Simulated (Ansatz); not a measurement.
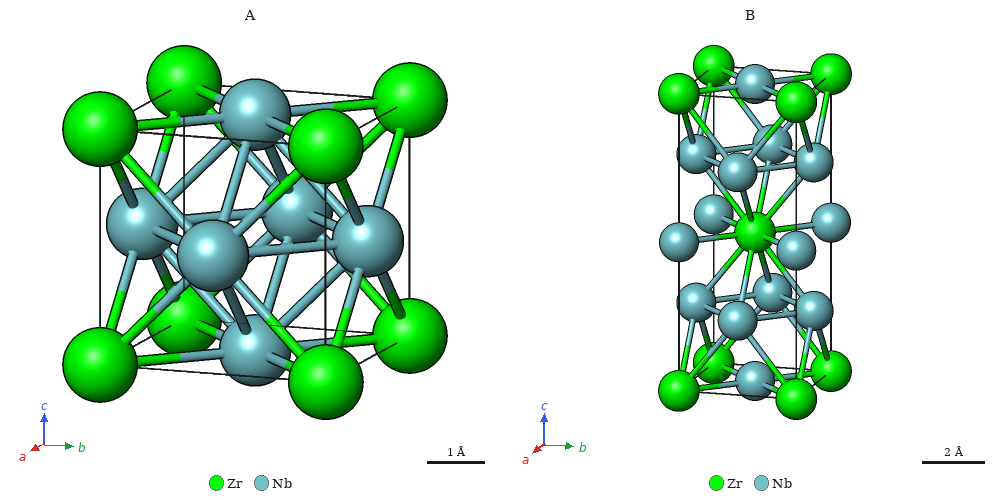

Two structures of ZrNb3, each relaxed to rest (conventional cells in solid outline, small ones repeated, not to one scale). Method: Ansatz 0.2.0, DFT PBE, scalar-relativistic, plane waves, PAW, without spin polarisation.

State the structure in each panel.

Answer. A: Cu₃Au (L1₂) type, Pm-3m. B: 8 atoms a cell on a body-centred tetragonal lattice, I4/mmm.

Which structure wins energetically, and by what margin?

Answer. B is lower, by 106 meV/atom at this level of theory (energies at zero smearing). Volumes: A 19.7, B 19.4 Å³/atom.

One or both may be structure types tried for this composition rather than known phases.
